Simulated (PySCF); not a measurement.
# CaH (SMILES [CaH]) at UCCSD(T)/def2-TZVPP

Aim: the energy change on altering one bond length of CaH at UCCSD(T)/def2-TZVPP, from 2 runs. 

Program for the calculation: PySCF 2.14.0.

2 further runs of the same task are left out: 2 set aside as unsound or not needed.

## (1) The molecule

The species is CaH (2 atoms), meant as a doublet with charge 0. As SMILES, `[CaH]`. The shape is that of a PBE0-D4/def2-TZVP optimisation.

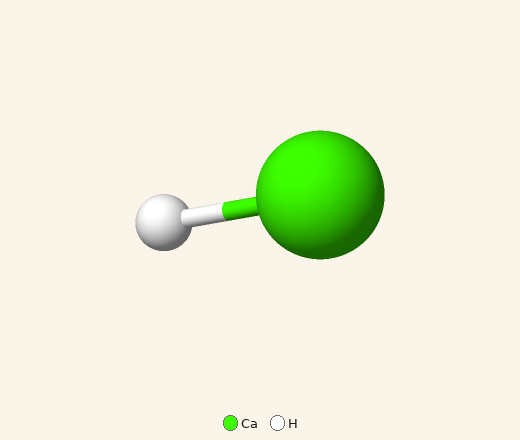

The structure, seen from a chosen angle (calcium green, hydrogen white).

## (2) The energy at UCCSD(T)/def2-TZVPP

Contents of run.py:

```python
# CaH
from pyscf import gto, cc

molecule = gto.M(
    atom=[
    ('Ca', (0.000000, 0.000000, 0.020040)),
    ('H', (-0.000000, -0.000000, 2.009840)),
],
    charge=0,
    max_memory=1860,
    spin=1,
    verbose=3,
    basis='def2-tzvpp',
)

mf = molecule.UHF()
mf.conv_tol = 1e-10
mf.kernel()
if not mf.converged:
    mf = mf.newton().run(mf.mo_coeff, mf.mo_occ)

mycc = cc.CCSD(mf, frozen=5)
mycc.kernel()
e_t = mycc.ccsd_t()
e_tot = mycc.e_tot + e_t
print('E(%s) = %.9f' % ('CCSD(T)', e_tot))
```

Run with:

```bash
$ OMP_NUM_THREADS=1 python run.py
```

The program printed:

```text
converged SCF energy = -677.300407016962  <S^2> = 0.75318753  2S+1 = 2.003185
E(UCCSD) = -677.5284542643836  E_corr = -0.2280472474213198
UCCSD(T) correction = -0.00368547010595335
E(CCSD(T)) = -677.532139734
```

Wall time 5.7 s (1 thread of Arm Neoverse V1, shared host); peak memory 0.29 GiB.

## (3) The distorted shape

Contents of calc.py:

```python
from pyscf import gto, scf, cc

mol = gto.Mole()
mol.atom = [
    ('Ca', (0.000000, 0.000000, -0.974860)),
    ('H', (-0.000000, -0.000000, 2.009840)),
]
mol.verbose = 4
mol.basis = 'def2-tzvpp'
mol.spin = 1
mol.charge = 0
mol.max_memory = 1860
mol.build()

hf = scf.UHF(mol)
hf.conv_tol = 1e-10
hf.kernel()
if not hf.converged:
    hf = hf.newton().run(hf.mo_coeff, hf.mo_occ)

mycc = cc.CCSD(hf, frozen=5)
mycc.kernel()
e_t = mycc.ccsd_t()
e_final = mycc.e_tot + e_t
print(f'total energy: {e_final:.8f} hartree')
```

Run with:

```bash
$ OMP_NUM_THREADS=1 python calc.py
```

The program printed:

```text
PySCF version 2.14.0

[INPUT] num. atoms = 2
[INPUT] num. electrons = 21
[INPUT] charge = 0
[INPUT] spin (= nelec alpha-beta = 2S) = 1
[INPUT] symmetry False subgroup None
[INPUT] Mole.unit = angstrom
[INPUT] Symbol           X                Y                Z      unit          X                Y                Z       unit  Magmom
[INPUT]  1 Ca     0.000000000000   0.000000000000  -0.974860000000 AA    0.000000000000   0.000000000000  -1.842218409793 Bohr   0.0
[INPUT]  2 H      0.000000000000   0.000000000000   2.009840000000 AA    0.000000000000   0.000000000000   3.798047154196 Bohr   0.0

nuclear repulsion = 3.54593232767112
number of shells = 20
number of NR pGTOs = 89
number of NR cGTOs = 50
basis = def2-tzvpp
ecp = {}

[... 77 lines left out ...]
converged SCF energy = -677.262461428566  <S^2> = 0.9521501  2S+1 = 2.1928521
[... 12 lines left out ...]
Init t2, MP2 energy = -0.196121684665524
[... 20 lines left out ...]
UCCSD converged
[... 2 lines left out ...]
total energy: -677.49317086 hartree
```

It took 6.3 s on 1 thread of Arm Neoverse V1, shared host; peak memory 0.29 GiB.

## (4) What came out

At UCCSD(T)/def2-TZVPP, 5 core orbitals frozen:

| quantity | value |
| --- | --- |
| first shape: total energy | -677.53214 Eh |
| first shape: dipole moment (Hartree–Fock density) | 2.10 D |
| first shape: HOMO energy (Hartree–Fock orbitals) (highest over α and β) | -5.58 eV |
| first shape: LUMO energy (Hartree–Fock orbitals) (lowest over α and β) | 0.32 eV |
| first shape: correlation energy (5 core orbitals frozen) | -231.7 mEh |
| first shape: (T) correction | -3.69 mEh |
| first shape: ⟨S²⟩ of the reference determinant | 0.753 |
| first shape: T1 diagnostic | 0.018 |
| distorted shape: total energy | -677.49317 Eh |
| distorted shape: dipole moment (Hartree–Fock density) | 3.76 D |
| distorted shape: HOMO energy (Hartree–Fock orbitals) (highest over α and β) | -6.15 eV |
| distorted shape: LUMO energy (Hartree–Fock orbitals) (lowest over α and β) | 0.01 eV |
| distorted shape: correlation energy (5 core orbitals frozen) | -230.7 mEh |
| distorted shape: (T) correction | -4.10 mEh |
| distorted shape: ⟨S²⟩ of the reference determinant | 0.952 |
| distorted shape: T1 diagnostic | 0.041 |
| energy change with the Ca1–H2 bond stretched from 1.990 to 2.985 Å | 1.060 eV |

With the Ca1–H2 bond stretched from 1.990 to 2.985 Å the energy rises by 1.06 eV (24 kcal/mol). The first shape isn't relaxed at this level, so the change isn't measured from a minimum. The triples (first shape) make up 1.6 % of the correlation energy. ⟨S²⟩ (distorted shape) is 0.95 where a pure doublet has 0.75: the reference is spin-contaminated. The triples (distorted shape) make up 1.8 % of the correlation energy.
